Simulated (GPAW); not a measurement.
# Optical response of Ta, part 2 of 2

Aim: the dielectric function of Ta, and the optical constants that follow from it.

GPAW 26.7.0; DFT, LDA, plane-wave PAW (GPAW data sets), scalar-relativistic, RPA, optical limit.

So far. Step 2 (Ground state): There are states at the Fermi level within the smearing, so the occupations stay smeared and the carriers get a Drude term.

## Step 4: Dielectric function, RPA

Local fields let the induced charge screen the field inside the cell, which as a rule lowers ε, most along directions where the density is uneven.

This step: DFT, LDA, plane-wave PAW (GPAW data sets), scalar-relativistic, RPA, optical limit (GPAW 26.7.0).

Input file df.py:

```python
from gpaw.response.df import DielectricFunction

df = DielectricFunction('full.gpw', frequencies={'type': 'nonlinear', 'domega0': 0.03, 'omega2': 8},
                        ecut=50,
                        eta=0.15,
                        nbands=19,
                        rate=0.05,
                        txt='df.txt')
for direction in ['x']:
    df.get_dielectric_function(xc='RPA', direction=direction, filename=f'df_{direction}.csv')
```

Command:

```sh
> OMP_NUM_THREADS=1 python df.py
```

Numbers of over 12 decimals in the logs are rounded to 6 here.

The log of the run:

```text
Using integrator: PointIntegrator
NonLinearFrequencyDescriptor(from 0.000 to 105.287 eV, 545 points)
Nonperiodic BCs:  [False False False]
Using integrator: PointIntegrator
NonLinearFrequencyDescriptor(from 0.000 to 105.287 eV, 545 points)
Nonperiodic BCs:  [False False False]
Using integrator: PointIntegrator

Calculating chi0 body with:
    Ground state adapter containing:
    Number of spins: 1
    Number of kpoints: 3375
    Number of irreducible kpoints: 120
    Number of completely occupied states: 5
    Number of partially occupied states: 8

    Linear response parametrization:
    q_c: [0.0, 0.0, 0.0]
    Number of frequency points: 545
    Planewave cutoff: 50.0
    Number of bands: 19
    Number of planewaves: 13
    Broadening (eta): 0.15

Integrating chi0 body.

Symmetries of q_c:
    Direct symmetries (Uq -> q): 48
    Indirect symmetries (TUq -> q): 0
In total 48 allowed symmetries.

120 groups of equivalent kpoints. 96.444444% reduction.

Integral kind: spectral function

Calculating chi0 optical extensions with:
    Ground state adapter containing:
    Number of spins: 1
    Number of kpoints: 3375
    Number of irreducible kpoints: 120
    Number of completely occupied states: 5
    Number of partially occupied states: 8

    Linear response parametrization:
    Number of frequency points: 545
    Planewave cutoff: 50.0
    Number of bands: 19
    Number of planewaves: 13
    Broadening (eta): 0.15
Integrating chi0 head and wings.

Symmetries of q_c:
    Direct symmetries (Uq -> q): 48
    Indirect symmetries (TUq -> q): 0
In total 48 allowed symmetries.

120 groups of equivalent kpoints. 96.444444% reduction.

Integral kind: spectral function wings

Calculating drude chi0 with:
    Number of frequency points:545
    Plasma frequency decay rate: 0.05 eV

    Ground state adapter containing:
    Number of spins: 1
    Number of kpoints: 3375
    Number of irreducible kpoints: 120
    Number of completely occupied states: 5
    Number of partially occupied states: 8

Symmetries of q_c:
    Direct symmetries (Uq -> q): 48
    Indirect symmetries (TUq -> q): 0
In total 48 allowed symmetries.

120 groups of equivalent kpoints. 96.444444% reduction.

Integral kind: intraband
Plasma frequency:
[[7.94+0.j 0.  -0.j 0.  -0.j]
 [0.  +0.j 7.94+0.j 0.  +0.j]
 [0.  -0.j 0.  +0.j 7.94+0.j]]
```

Run time: 4.6 s. Hardware: 1 thread of Arm Neoverse V2, shared host; peak memory 0.18 GiB.

The Im ε, E ∥ x has structure finer than the step of the table below, so its rows give means over 0.5 eV, whole bins alone (the curve runs from 0.305 to 14.0 eV). Peaks (eV: height): 3.22: 15.5, 5.08: 20.8.

Sum at mesh points, not converged in k. Table of Im ε, E ∥ x by photon energy; means over each step:

```
photon energy (eV)  Im ε, E ∥ x
               1.0         9.85
               1.5         8.47
               2.0         8.31
               2.5         11.2
               3.0         13.5
               3.5         12.9
               4.0         12.0
               4.5         12.2
               5.0         19.5
               5.5         14.9
               6.0         9.07
               6.5         5.47
               7.0         3.93
               7.5         3.66
               8.0         3.22
               8.5         4.24
               9.0         4.21
               9.5         4.17
              10.0         2.76
              10.5         2.82
              11.0         2.77
              11.5         1.99
              12.0         2.32
              12.5         1.70
              13.0         1.67
              13.5         1.61
```

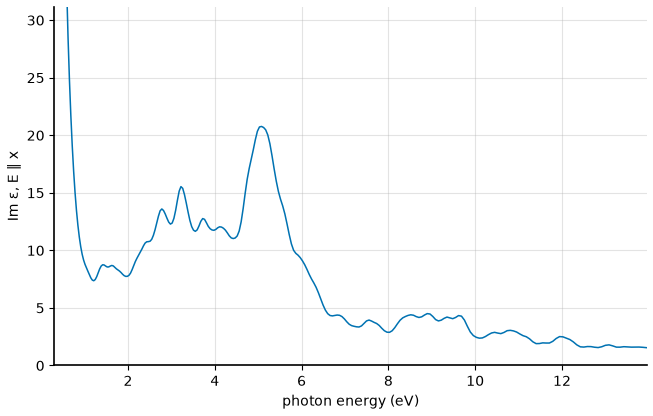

Im ε, E ∥ x, plotted against photon energy. Below 1 eV the curve runs off the scale.

Values under 1 per cm are given as 1; sum at mesh points, not converged in k. Absorption coefficient, E ∥ x against photon energy:

```
photon energy (eV)  absorption coefficient, E ∥ x (1/cm)
              1.01                                 6.9e5
              1.99                                 4.2e5
              3.02                                 6.3e5
              3.98                                 8.6e5
              4.98                                 1.5e6
              6.02                                 1.9e6
              6.99                                 1.6e6
              8.03                                 1.3e6
              9.02                                 1.7e6
             10.03                                 1.7e6
             11.03                                 1.8e6
             12.02                                 1.8e6
             13.00                                 1.6e6
```

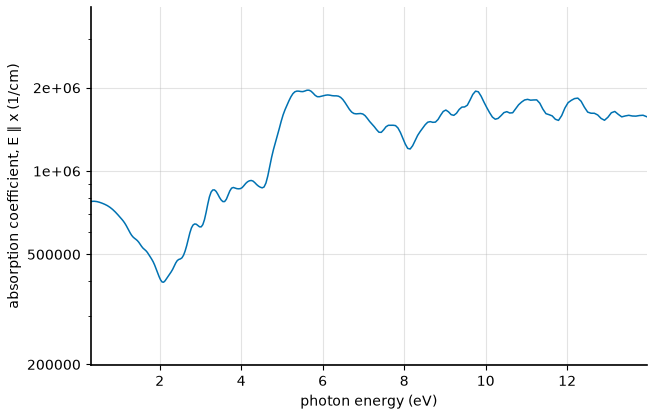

Absorption coefficient, E ∥ x against photon energy.

The loss function −Im 1/ε at q → 0, E ∥ x has structure finer than the step of the table below, so its rows give means over 1 eV, whole bins alone (the curve runs from 0.305 to 14.0 eV). Peaks (eV: height): 2.0: 0.128, 8.1: 0.291, 11.8: 0.395.

Sum at mesh points, not converged in k. Loss function −Im 1/ε at q → 0, E ∥ x against energy loss; means over each step:

| energy loss (eV) | loss function −Im 1/ε at q → 0, E ∥ x |
| --- | --- |
| 1 | 0.00957 |
| 2 | 0.0915 |
| 3 | 0.0693 |
| 4 | 0.0790 |
| 5 | 0.0527 |
| 6 | 0.0646 |
| 7 | 0.128 |
| 8 | 0.225 |
| 9 | 0.208 |
| 10 | 0.227 |
| 11 | 0.267 |
| 12 | 0.336 |
| 13 | 0.443 |

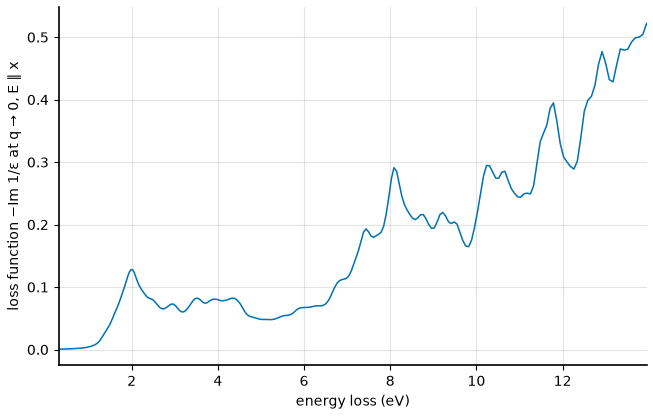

Loss function −Im 1/ε at q → 0, E ∥ x, plotted against energy loss.

The reflectivity at normal incidence, E ∥ x has structure finer than the step of the table below, so its rows give means over 0.5 eV, whole bins alone (the curve runs from 0.305 to 14.0 eV). Peaks (eV: height): 3.30: 46.6, 6.49: 66.6, 9.89: 52.9, 11.33: 47.8, 12.34: 46.6.

Sum at mesh points, not converged in k. Reflectivity at normal incidence, E ∥ x against photon energy; means over each step:

```
photon energy (eV)  reflectivity at normal incidence, E ∥ x (%)
               1.0                                         94.0
               1.5                                         72.8
               2.0                                         42.5
               2.5                                         38.7
               3.0                                         42.6
               3.5                                         43.3
               4.0                                         41.6
               4.5                                         40.4
               5.0                                         52.3
               5.5                                         61.4
               6.0                                         62.5
               6.5                                         64.7
               7.0                                         58.2
               7.5                                         47.7
               8.0                                         40.0
               8.5                                         35.9
               9.0                                         39.4
               9.5                                         41.8
              10.0                                         48.2
              10.5                                         38.3
              11.0                                         43.0
              11.5                                         42.3
              12.0                                         37.8
              12.5                                         42.6
              13.0                                         35.7
              13.5                                         34.1
```

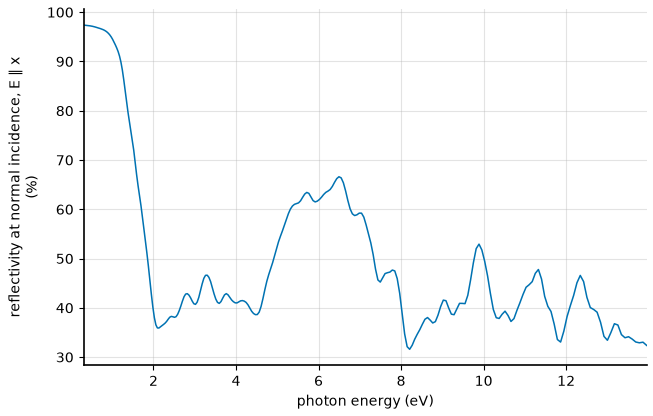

Reflectivity at normal incidence, E ∥ x against photon energy.

The Im ε, E ∥ x has structure finer than the step of the table below, so its rows give means over 0.5 eV, whole bins alone (the curve runs from 0.305 to 14.0 eV). Peaks (eV: height): without local fields 3.22: 15.5, 5.08: 20.7; with local fields 3.22: 15.5, 5.08: 20.8.

Sum at mesh points, not converged in k. Table of Im ε, E ∥ x by photon energy; means over each step:

```csv
photon energy (eV),without local fields,with local fields
1.0,9.84,9.85
1.5,8.46,8.47
2.0,8.30,8.31
2.5,11.2,11.2
3.0,13.5,13.5
3.5,12.9,12.9
4.0,12.0,12.0
4.5,12.2,12.2
5.0,19.5,19.5
5.5,14.8,14.9
6.0,8.98,9.07
6.5,5.41,5.47
7.0,3.89,3.93
7.5,3.61,3.66
8.0,3.17,3.22
8.5,4.16,4.24
9.0,4.14,4.21
9.5,4.07,4.17
10.0,2.70,2.76
10.5,2.74,2.82
11.0,2.70,2.77
11.5,1.93,1.99
12.0,2.26,2.32
12.5,1.65,1.70
13.0,1.63,1.67
13.5,1.58,1.61
```

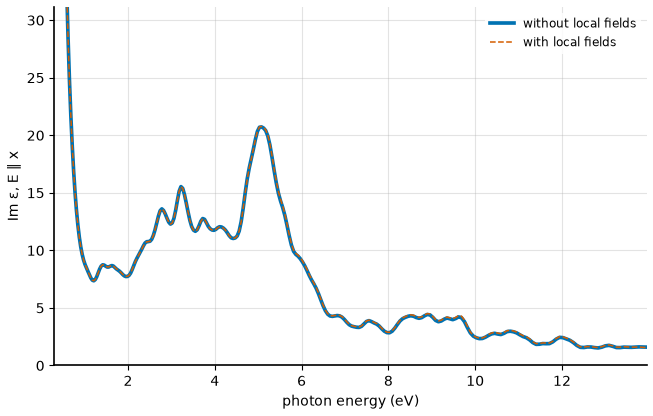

Im ε, E ∥ x against photon energy. Below 1 eV the curve runs off the scale.

Optical constants at common wavelengths, from n + ik = √ε:

```csv
wavelength (nm),n,k,R (%),1/α
800,1.25,3.413,70.0,19 nm
633,1.81,2.142,42.0,24 nm
450,3.10,2.175,42.5,16 nm
405,3.10,2.070,41.2,16 nm
308,2.77,2.138,41.0,11 nm
248,3.36,3.049,52.5,6.5 nm
193,1.05,2.846,66.0,5.4 nm
```

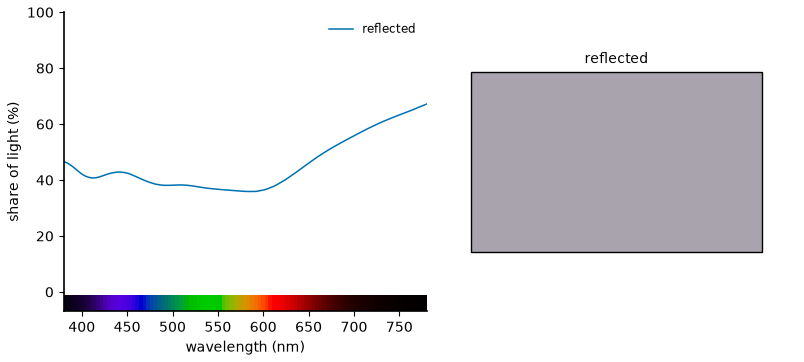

Light reflected across the visible range, with the colour that it makes of daylight (sRGB).

In reflection the computed colour is faintly violet: x = 0.309, y = 0.315, luminous reflectivity 38 %.

## Step 5: What came out

At this level (LDA, RPA) Ta is a metal. The mesh is too coarse to trust the carriers' weight, the reflectivity or the colour to better than tens of per cent. In reflection the computed colour is faintly violet: x = 0.309, y = 0.315, luminous reflectivity 38 %. The carriers' damping of 0.05 eV is typed, not computed; it shapes the response at the lowest energies. Spin-orbit coupling is left out although heavy atoms are present. In this version of GPAW the matrix elements of the optical limit are incomplete, which can lower ε − 1 by up to a tenth where first-row anions or d states rule, and shift it by more in d metals. GPAW's carrier term has the form −ωp²/(ω + i·rate)², which damps like twice the rate and fails at low energy, so the curves leave the lowest energies out. The sum runs over mesh points 0.18 Å⁻¹ apart with no interpolation, so peaks are partly noise of the mesh, and the Drude plasma energy, a sum over the Fermi surface, isn't converged.

[Machine, clock and banner lines and Python warnings are left out of the logs.]

[Logs are printed without paths, hosts, clocks, repeated set-up lines and the standing remarks that a program may print on its own settings, such as how far it seeks lower states.]

[Hosts, paths, dates, database ids (printed as entryN), source tags and the programs' standing remarks are cut or masked in the printed files.]
